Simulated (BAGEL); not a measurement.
**doublet C2H6BN+ at 5 levels**

Wanted: a comparison of 5 runs (UHF/STO-3G, ROHF/6-31G*, UHF/6-31G*, ROHF/cc-pVDZ, UHF/cc-pVDZ) of doublet C2H6BN+. 

The calculation is run with BAGEL 1.2.2.

1 further run of the same task is left out (set aside as unsound or not needed). Runs told in other sessions of the task aren't counted.

**1. The molecule**

C2H6BN+ has 10 atoms, charge +1, and is taken as a doublet. As SMILES of the parent species, `[BH3-]C#[N+]C`. The coordinates come from a GFN2-xTB relaxation. That shape belongs to the parent species and isn't relaxed for this state.

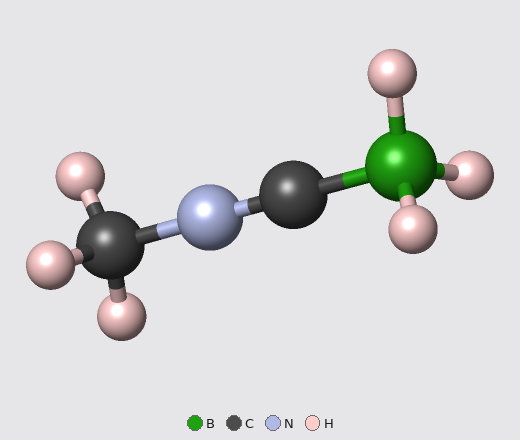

The structure, seen from a chosen angle (boron green, carbon dark grey, nitrogen light blue, hydrogen pink).

**2. A single-point energy at UHF/STO-3G (density fitting with qzvpp-jkfit) (run 1)**

The input, job.json:

```json
{ "bagel" : [

{
  "title" : "molecule",
  "basis" : "sto-3g",
  "df_basis" : "qzvpp-jkfit",
  "angstrom" : true,
  "geometry" : [
    { "atom" : "B", "xyz" : [      -1.072780,       1.180800,      -1.293730 ] },
    { "atom" : "C", "xyz" : [      -0.283340,       0.320470,      -0.341760 ] },
    { "atom" : "N", "xyz" : [       0.327180,      -0.349360,       0.391650 ] },
    { "atom" : "C", "xyz" : [       1.050220,      -1.156210,       1.266500 ] },
    { "atom" : "H", "xyz" : [      -1.682220,       0.427900,      -1.989340 ] },
    { "atom" : "H", "xyz" : [      -1.785570,       1.858750,      -0.619240 ] },
    { "atom" : "H", "xyz" : [      -0.275000,       1.823690,      -1.904190 ] },
    { "atom" : "H", "xyz" : [       1.455470,      -2.013380,       0.724350 ] },
    { "atom" : "H", "xyz" : [       1.871370,      -0.582090,       1.700840 ] },
    { "atom" : "H", "xyz" : [       0.394670,      -1.510580,       2.064920 ] }
  ]
},

{ "title" : "uhf", "charge" : 1, "nopen" : 1 },

{ "title" : "print", "file" : "orbitals.molden", "orbitals" : true }

]}
```

Launch:

```
$ BAGEL_NUM_THREADS=1 BAGEL job.json > job.out
```

Log:

```text
* using 1 threads per process

  ===============================================================
  ===============================================================

  *** Geometry ***

  { "atom" : "B", "xyz" : [     -2.027260,      2.231389,     -2.444795 ] },
  { "atom" : "C", "xyz" : [     -0.535435,      0.605601,     -0.645833 ] },
  { "atom" : "N", "xyz" : [      0.618281,     -0.660195,      0.740111 ] },
  { "atom" : "C", "xyz" : [      1.984628,     -2.184920,      2.393338 ] },
  { "atom" : "H", "xyz" : [     -3.178935,      0.808614,     -3.759308 ] },
  { "atom" : "H", "xyz" : [     -3.374238,      3.512528,     -1.170194 ] },
  { "atom" : "H", "xyz" : [     -0.519675,      3.446275,     -3.598398 ] },
  { "atom" : "H", "xyz" : [      2.750440,     -3.804737,      1.368823 ] },
  { "atom" : "H", "xyz" : [      3.536377,     -1.099991,      3.214122 ] },
  { "atom" : "H", "xyz" : [      0.745818,     -2.854582,      3.902133 ] },

  Number of auxiliary basis functions:      410

  Since a DF basis is specified, we compute 2- and 3-index integrals:
    o Being stored without compression. Storage requirement is 0.002 GB

  Number of basis functions:       26
  Number of electrons      :       30

    * METHOD: MOLECULE                             0.12

  *** Open-shell HF ***

  === Nuclear Repulsion ===
   102.0822741463

      * DIIS with orbital gradients will be used.

  === UHF iteration (sto-3g) ===
      0       -155.85721537          0.03958451           0.02
      1       -155.97575860          0.02005817           0.02
      2       -156.00370786          0.01301250           0.02
      3       -156.01661863          0.00549999           0.02
      4       -156.02462376          0.00363998           0.02
      5       -156.03005804          0.00134674           0.02
[... 52 lines of this table left out ...]
     58       -156.03122053          0.00000001           0.02
     59       -156.03122053          0.00000001           0.02
    * SCF iteration converged.

    * S^2 (UHF) is 0.8925

    * Permanent dipole moment:
           (    0.313006,     0.251940,     0.371386) a.u.

    * METHOD: UHF                                  1.14

    * METHOD: PRINT                                0.00

  ===============================================================
```

Run time: 1.4 s. Hardware: 1 thread of Arm Neoverse V2, shared host; peak memory 0.083 GiB.

**3. The energy at ROHF/6-31G(d) (density fitting with qzvpp-jkfit, spherical functions) (run 2)**

The input, job.json:

```json
{ "bagel": [

{
  "title": "molecule",
  "basis": "6-31gs.json",
  "df_basis": "qzvpp-jkfit",
  "angstrom": "true",
  "geometry": [
    { "atom": "B", "xyz": [   -1.072780,    1.180800,   -1.293730 ] },
    { "atom": "C", "xyz": [   -0.283340,    0.320470,   -0.341760 ] },
    { "atom": "N", "xyz": [    0.327180,   -0.349360,    0.391650 ] },
    { "atom": "C", "xyz": [    1.050220,   -1.156210,    1.266500 ] },
    { "atom": "H", "xyz": [   -1.682220,    0.427900,   -1.989340 ] },
    { "atom": "H", "xyz": [   -1.785570,    1.858750,   -0.619240 ] },
    { "atom": "H", "xyz": [   -0.275000,    1.823690,   -1.904190 ] },
    { "atom": "H", "xyz": [    1.455470,   -2.013380,    0.724350 ] },
    { "atom": "H", "xyz": [    1.871370,   -0.582090,    1.700840 ] },
    { "atom": "H", "xyz": [    0.394670,   -1.510580,    2.064920 ] }
  ]
},
{ "title": "rohf", "charge": 1, "nopen": 1 },
{ "title": "print", "file": "orbitals.molden", "orbitals": "true" }

]}
```

The basis set 6-31G* is read from a file made from the Basis Set Exchange's data (not shown).

Launch:

```
$ BAGEL_NUM_THREADS=1 BAGEL job.json > job.out
```

Log:

```text
* using 1 threads per process

  ===============================================================
  ===============================================================

  *** Geometry ***

  { "atom" : "B", "xyz" : [     -2.027260,      2.231389,     -2.444795 ] },
  { "atom" : "C", "xyz" : [     -0.535435,      0.605601,     -0.645833 ] },
  { "atom" : "N", "xyz" : [      0.618281,     -0.660195,      0.740111 ] },
  { "atom" : "C", "xyz" : [      1.984628,     -2.184920,      2.393338 ] },
  { "atom" : "H", "xyz" : [     -3.178935,      0.808614,     -3.759308 ] },
  { "atom" : "H", "xyz" : [     -3.374238,      3.512528,     -1.170194 ] },
  { "atom" : "H", "xyz" : [     -0.519675,      3.446275,     -3.598398 ] },
  { "atom" : "H", "xyz" : [      2.750440,     -3.804737,      1.368823 ] },
  { "atom" : "H", "xyz" : [      3.536377,     -1.099991,      3.214122 ] },
  { "atom" : "H", "xyz" : [      0.745818,     -2.854582,      3.902133 ] },

  Number of auxiliary basis functions:      410

  Since a DF basis is specified, we compute 2- and 3-index integrals:
    o Being stored without compression. Storage requirement is 0.015 GB

  Number of basis functions:       68
  Number of electrons      :       30

    * METHOD: MOLECULE                             0.15

  *** Open-shell HF ***

  === Nuclear Repulsion ===
   102.0822741463

      * DIIS with orbital gradients will be used.

  === ROHF iteration (6-31gs.json) ===
      0       -157.82023721          0.02612640           0.07
      1       -157.90175465          0.01100018           0.07
      2       -157.91586651          0.00774069           0.07
      3       -157.92368247          0.00371667           0.07
      4       -157.93077256          0.00303696           0.07
      5       -157.93626523          0.00212155           0.07
[... 23 lines of this table left out ...]
     29       -157.94133903          0.00000001           0.07
     30       -157.94133903          0.00000001           0.07
    * SCF iteration converged.

    * S^2 (ROHF) is 0.7500

    * Permanent dipole moment:
           (    0.507558,    -0.488665,    -0.197183) a.u.

    * METHOD: ROHF                                 2.28

    * METHOD: PRINT                                0.01

  ===============================================================
```

Wall time 2.6 s (1 thread of Arm Neoverse V2, shared host); peak memory 0.084 GiB.

Runs 3 to 4 aren't shown in full; the table further down has their settings and results.

**4. The energy at UHF/cc-pVDZ (density fitting with qzvpp-jkfit) (run 5)**

The input, calc.json:

```json
{ "bagel": [

{
  "title": "molecule",
  "basis": "cc-pvdz.json",
  "df_basis": "qzvpp-jkfit",
  "angstrom": "true",
  "geometry": [
    { "atom": "B", "xyz": [   -1.072780,    1.180800,   -1.293730 ] },
    { "atom": "C", "xyz": [   -0.283340,    0.320470,   -0.341760 ] },
    { "atom": "N", "xyz": [    0.327180,   -0.349360,    0.391650 ] },
    { "atom": "C", "xyz": [    1.050220,   -1.156210,    1.266500 ] },
    { "atom": "H", "xyz": [   -1.682220,    0.427900,   -1.989340 ] },
    { "atom": "H", "xyz": [   -1.785570,    1.858750,   -0.619240 ] },
    { "atom": "H", "xyz": [   -0.275000,    1.823690,   -1.904190 ] },
    { "atom": "H", "xyz": [    1.455470,   -2.013380,    0.724350 ] },
    { "atom": "H", "xyz": [    1.871370,   -0.582090,    1.700840 ] },
    { "atom": "H", "xyz": [    0.394670,   -1.510580,    2.064920 ] }
  ]
},
{
  "title": "uhf",
  "charge": 1,
  "nopen": 1
},
{
  "title": "print",
  "file": "orbitals.molden",
  "orbitals": "true"
}

]}
```

The basis set cc-pVDZ is read from a file made from the Basis Set Exchange's data (not shown).

Launch:

```
$ BAGEL_NUM_THREADS=1 BAGEL calc.json > calc.out
```

Log:

```text
* using 1 threads per process

  ===============================================================
  ===============================================================

  *** Geometry ***

  { "atom" : "B", "xyz" : [     -2.027260,      2.231389,     -2.444795 ] },
  { "atom" : "C", "xyz" : [     -0.535435,      0.605601,     -0.645833 ] },
  { "atom" : "N", "xyz" : [      0.618281,     -0.660195,      0.740111 ] },
  { "atom" : "C", "xyz" : [      1.984628,     -2.184920,      2.393338 ] },
  { "atom" : "H", "xyz" : [     -3.178935,      0.808614,     -3.759308 ] },
  { "atom" : "H", "xyz" : [     -3.374238,      3.512528,     -1.170194 ] },
  { "atom" : "H", "xyz" : [     -0.519675,      3.446275,     -3.598398 ] },
  { "atom" : "H", "xyz" : [      2.750440,     -3.804737,      1.368823 ] },
  { "atom" : "H", "xyz" : [      3.536377,     -1.099991,      3.214122 ] },
  { "atom" : "H", "xyz" : [      0.745818,     -2.854582,      3.902133 ] },

  Number of auxiliary basis functions:      410

  Since a DF basis is specified, we compute 2- and 3-index integrals:
    o Being stored without compression. Storage requirement is 0.024 GB

  Number of basis functions:       86
  Number of electrons      :       30

    * METHOD: MOLECULE                             0.17

  *** Open-shell HF ***

  === Nuclear Repulsion ===
   102.0822741463

      * DIIS with orbital gradients will be used.

  === UHF iteration (cc-pvdz.json) ===
      0       -157.81246934          0.02030421           0.09
      1       -157.91982926          0.00774753           0.10
      2       -157.94058795          0.00347639           0.09
      3       -157.94950652          0.00249961           0.10
      4       -157.95577333          0.00162190           0.09
      5       -157.95963692          0.00075318           0.10
[... 48 lines of this table left out ...]
     54       -157.96095075          0.00000002           0.09
     55       -157.96095075          0.00000001           0.09
    * SCF iteration converged.

    * S^2 (UHF) is 0.8494

    * Permanent dipole moment:
           (    0.395243,    -0.373555,    -0.209387) a.u.

    * METHOD: UHF                                  5.34

    * METHOD: PRINT                                0.01

  ===============================================================
```

Wall time 5.7 s (1 thread of Arm Neoverse V2, shared host); peak memory 0.1 GiB.

**5. Overview of the runs**

```csv
run,level,energy (Eh),⟨S²⟩,wall time
1,UHF/STO-3G (density fitting with qzvpp-jkfit),-156.031221,0.892,1.4 s
2,"ROHF/6-31G* (density fitting with qzvpp-jkfit, spherical functions)",-157.941339,0.750,2.6 s
3,"UHF/6-31G* (density fitting with qzvpp-jkfit, spherical functions)",-157.947415,0.850,3.9 s
4,ROHF/cc-pVDZ (density fitting with qzvpp-jkfit),-157.954674,0.750,3.9 s
5,UHF/cc-pVDZ (density fitting with qzvpp-jkfit),-157.960951,0.849,5.7 s
```

**6. Results**

```
           quantity          value
run 5: total energy  -157.96095 Eh
        run 5: ⟨S²⟩          0.849
```

**Reading.** In run 1 the basis is minimal, so the values are rough. Spin contamination of the reference: run 1 ⟨S²⟩ = 0.89. All runs together took 18 s, the longest 5.7 s.
